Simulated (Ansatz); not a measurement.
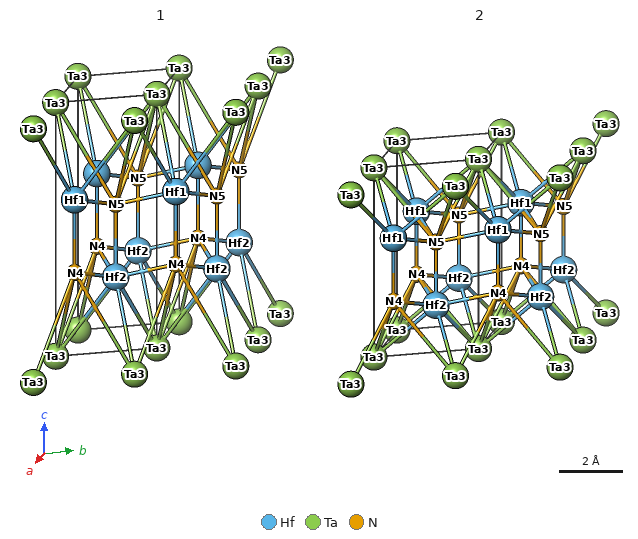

Two geometries of crystalline Hf$_{2}$TaN$_{2}$ (a generated structure, set up in P-3m1) (coarse preliminary run), drawn at one scale. One is the start of a relaxation, the other its converged end. A ball-and-stick model of the cell of the calculation, repeated 2 × 2 × 1 with one cell outlined, seen slightly off an axis.

These are results of DFT PBE, scalar-relativistic, plane waves, PAW in Ansatz 0.2.0, not measurements. (plane-wave cutoff 420 eV; k-point mesh 6 × 6 × 4; occupations gaussian; smearing width 0.1 eV; no spin polarisation; cell and atoms relaxed; force threshold 0.04 eV/Å; at most 70 steps)

Which one is relaxed?

Answer. Structure 1 is the relaxed one. The energy falls by 3.269 eV per cell of the calculation in 12 accepted moves (14 points after the start). Largest force component: 2.4 eV/Å at the start, 0.023 eV/Å at the end. The pressure goes from 34.88 to 0.02 GPa. At 2 points the geometry stayed and the basis and grid were re-selected for the new cell (energy shift of 0.298 eV per cell of the calculation at most each time). The largest moves relative to the cell, 0.28 Å, are those of Hf1 and Hf2. Hf2 goes along +c. By element the largest moves are Hf 0.28 Å, N 0.11 Å. Ta stays in place. The drawn cell changes as follows: a = b 3.512 → 3.399 Å (−3.2 %), c 6.254 → 8.380 Å (+34.0 %); the volume changes by +25.5 %. Near-neighbour distances that change, for instance: Ta3–N4 3.099 → 3.799 Å, Hf1–Ta3 2.728 → 3.358 Å, Hf1–N4 2.085 → 2.403 Å, Hf1–Hf2 3.300 → 3.527 Å. Bond angles that change, for instance: Hf1–Ta3–Hf2 99.9° → 119.2°, Hf1–Ta3–Hf1 80.1° → 60.8°. The space group stays P-3m1 (No. 164). The run took 2.7 min on 1 thread of Intel(R) Xeon(R) Processor @ 2.50GHz (Skylake/Cascade Lake), with other jobs on the host, peak memory 0.45 GiB.
